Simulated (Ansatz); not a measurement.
CH6N2OSi: several calculations on one system

Part 1: Relaxation

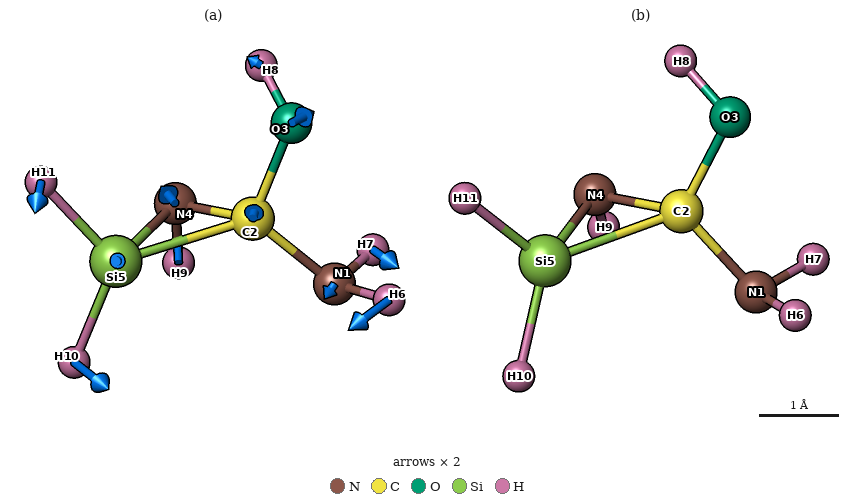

The structure of CH$_{6}$N$_{2}$OSi before (left) and after (right) a relaxation, at one scale. The blue arrows give the displacements, magnified 2 times.

A ball-and-stick model, seen from a free direction.

The run prepares an end point of a later path (inversion) calculation, from a guessed geometry.

All numbers below come from RKS PBE-D4/def2-SVP in Ansatz 0.2.0. (no spin polarisation; force threshold 0.015 eV/Å; at most 40 steps)

Q: Describe what moved and what it gained.

A: Over 10 accepted moves (12 points after the start) the energy falls by 0.992 eV. The largest force component goes from 4.9 to 0.014 eV/Å. The line search rejected the trial steps at points 6, 9 of the run. The largest move after the best rigid fit is that of H9, 0.57 Å. By element the largest moves are H 0.57 Å, O 0.25 Å, N 0.24 Å, C 0.17 Å, Si 0.12 Å. Near-neighbour distances that change, for instance: C2–N4 1.339 → 1.460 Å, N4–Si5 1.719 → 1.778 Å, N4–H9 1.084 → 1.027 Å, Si5–H11 1.460 → 1.499 Å. Bond angles that change, for instance: Si5–N4–H9 107.0° → 125.6°, N4–Si5–H10 103.2° → 119.7°, N1–C2–Si5 126.5° → 115.0°. Groups turn about C2–O3 by about 25°, C2–N4 by about 20°. Cost: 30 s on 2 threads of Arm Neoverse V1 (shared host), peak memory 0.15 GiB.

Part 2: Relaxation

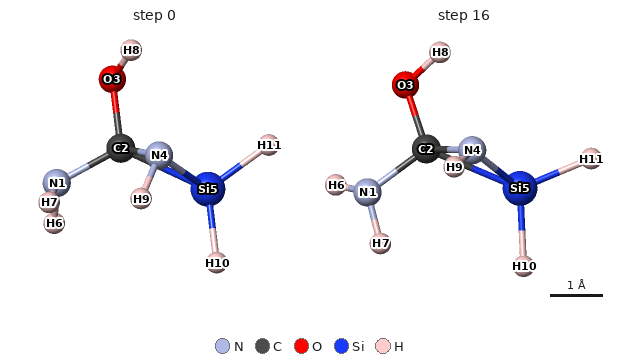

The structure of CH6N2OSi before (left) and after (right) a relaxation, at one scale.

The picture is a ball-and-stick view, seen face on.

The run prepares an end point of a later path (inversion) calculation, from a guessed geometry.

All numbers below come from RKS PBE-D4/def2-SVP (Ansatz).

Input file:
```yaml
crystal:
  periodic: [false, false, false]
  atoms:
    - { symbol: "N", position_ang: [0.7257, 1.1561, 0.7758] }
    - { symbol: C, position_ang: [0.4211, 0.0135, -0.0061] }
    - { symbol: O, position_ang: [1.4629, -0.904, -0.0063] }
    - { symbol: "N", position_ang: [-0.7323, -0.5619, 0.3566] }
    - { symbol: Si, position_ang: [-0.9347, -0.1273, -1.2946] }
    - { symbol: H, position_ang: [0.68319, 2.00369, 0.2288] }
    - { symbol: H, position_ang: [0.08026, 1.27267, 1.52499] }
    - { symbol: H, position_ang: [1.1901, -1.7383, 0.3296] }
    - { symbol: H, position_ang: [-1.3358, 0.1234, 0.9404] }
    - { symbol: H, position_ang: [-2.0684, 0.8379, -1.2545] }
    - { symbol: H, position_ang: [-1.1208, -1.3987, -1.9869] }
basis:
  gaussian: { orbitals: def2-SVP }
hamiltonian:
  xc: pbe
  dispersion: d4
relax:
  f_tol: 0.015
  max_steps: 40
```

Command:
```bash
ansatz run input.yaml --threads 2 --pin off --max-ram 3072MiB --backend cpu --events-out ev --progress --plain --runs-dir out
```

### What changed between the two?

After 14 accepted moves (16 points after the start) the energy has fallen by 123.3 kJ/mol. The largest force component goes from 5.1 to 0.014 eV/Å. The line search rejected the trial steps at points 11, 14 of the run. H7 moves most after the best rigid fit: 1.15 Å. By element the largest moves are H 1.15 Å, O 0.33 Å, N 0.24 Å, C 0.19 Å, Si 0.15 Å. Among the contacts that change: C2–Si5 1.876 → 1.985 Å, C2–N4 1.339 → 1.424 Å, N4–Si5 1.719 → 1.779 Å, N4–H9 1.084 → 1.030 Å. Among the angles between lasting bonds that change: Si5–N4–H9 107.0° → 135.2°, C2–Si5–H11 118.9° → 134.7°, N4–Si5–H10 103.2° → 114.5°. Groups turn about N1–C2 by about 75°, C2–O3 by about 30°.

Part 3: Path

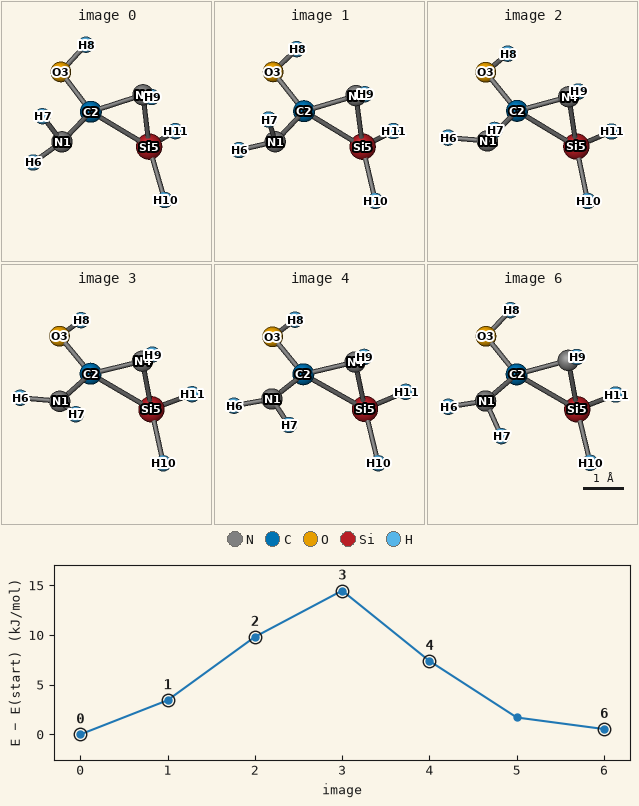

A nudged-elastic-band calculation for CH6N2OSi. Images are numbered from 0 (start) to 6 (end). A ball-and-stick model, seen at a tilt.

All numbers below come from RKS PBE-D4/def2-SVP in Ansatz. Set-up: 5 movable images; climbing image; force threshold 0.03 eV/Å; iteration limit 60; starting path through a guess of the saddle point.

> Describe the mechanism and the energy profile.

The motion is an umbrella inversion at N1. No bond forms or breaks between the ends. Bond angles that change up to the highest image, for instance: Si5–N4–H9 125.6° → 139.1°, H6–N1–H7 105.4° → 118.6°. Forward barrier 14.5 kJ/mol, backward barrier 13.9 kJ/mol, with image 3 at the top; the reaction energy is +0.5 kJ/mol. The band is converged.

The run took 3.2 min on 2 threads of Arm Neoverse V1, on a shared host, peak memory 0.14 GiB.
